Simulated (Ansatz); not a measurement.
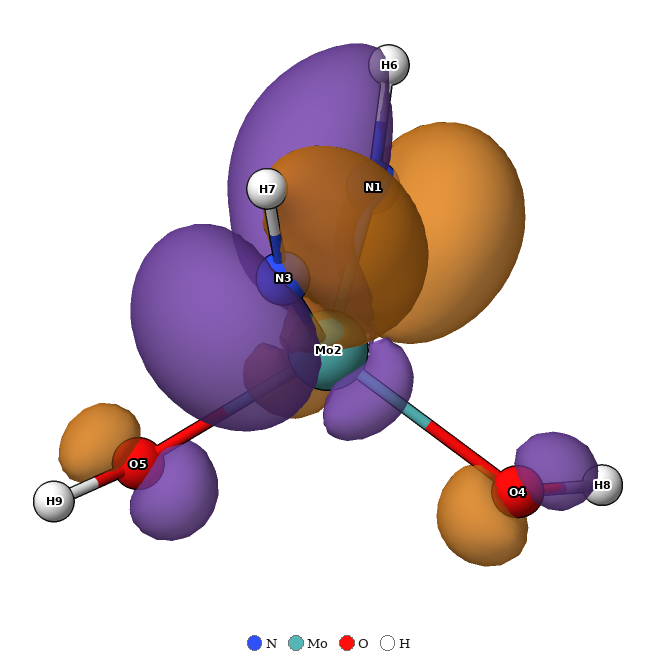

The picture shows: H4MoN2O2 (SMILES [NH]=[Mo](=[NH])([OH])[OH]). The HOMO−1 at ±0.15 Å⁻³ᐟ² (orange and purple are the two phases), seen at a tilt.

Geometry: PBE0-D4/def2-TZVP; core potentials replace the inner electrons of Mo.

Theory: RKS PBE0-D4/def2-TZVPP in Ansatz.

Input

```
crystal:
  periodic: [false, false, false]
  atoms:
    - {symbol: N, position_ang: [-0.620523, -0.102650, -1.529114]}
    - {symbol: Mo, position_ang: [-0.060788, -0.039638, 0.101252]}
    - {symbol: N, position_ang: [1.561612, 0.540477, 0.185526]}
    - {symbol: O, position_ang: [-0.079932, -1.786085, 0.829621]}
    - {symbol: O, position_ang: [-1.191616, 1.147173, 1.046610]}
    - {symbol: H, position_ang: [-0.533430, 0.016869, -2.528486]}
    - {symbol: H, position_ang: [2.426976, 0.885334, -0.205495]}
    - {symbol: H, position_ang: [-0.615774, -2.457830, 0.401194]}
    - {symbol: H, position_ang: [-0.798224, 1.750149, 1.681893]}
basis:
  gaussian: {orbitals: def2-TZVPP}
hamiltonian: {xc: pbe0, dispersion: d4}
output: {orbitals: {seedname: orbitals}}
```

Run with:

```sh
ansatz run in.yaml --threads 4 --pin off --events-out ev --progress --plain --max-ram 10444MiB
```

> What is the character of this orbital?

By Hirshfeld shares it lies mainly on N1 (about 35 %), N3 (about 35 %) and Mo2 (about 20 %). Its energy is −8.05 eV.
